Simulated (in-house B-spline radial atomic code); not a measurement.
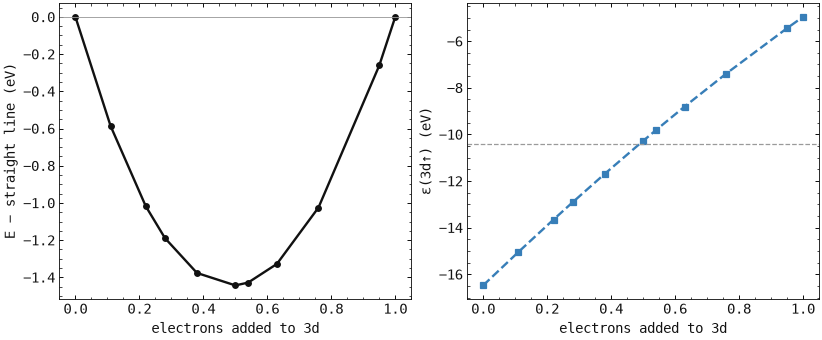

The calculation used an in-house B-spline radial code at this level: non-relativistic RPBE, spin-polarised, spherical fractional occupations, point nucleus, basis-set limit. The occupation of the 3d shell is varied from Ti⁺ ([Ar] 3d1 4s2 (high spin)) to Ti ([Ar] 3d2 4s2 (high spin)), with spherical fractional occupations. The plot shows the total energy less the straight line between the end points, and the eigenvalue of 3d↑ (the dashed line is minus the energy to take the whole electron out).

Question: Is the energy convex or concave in the occupation, and by how much?

Answer: The curve is convex (below the straight line), with the largest deviation among the points computed, −1.44 eV, at 0.5. The end points differ by 10.4 eV, the energy to take the electron out. The eigenvalue, which is the slope of the energy (Janak's theorem), moves from −16.5 eV at 0 to −4.96 eV at 1; for a straight line it would stay constant, and a parabola would sag by an eighth of this change, scaled to a whole electron, 1.44 eV. Convexity is the mark of the delocalisation error, which puts fractional charges too low; for p, d and f shells the spherical spreading of the fraction adds to it. The shell lies under occupied ones, so the straight line is a guide here rather than an exact condition.
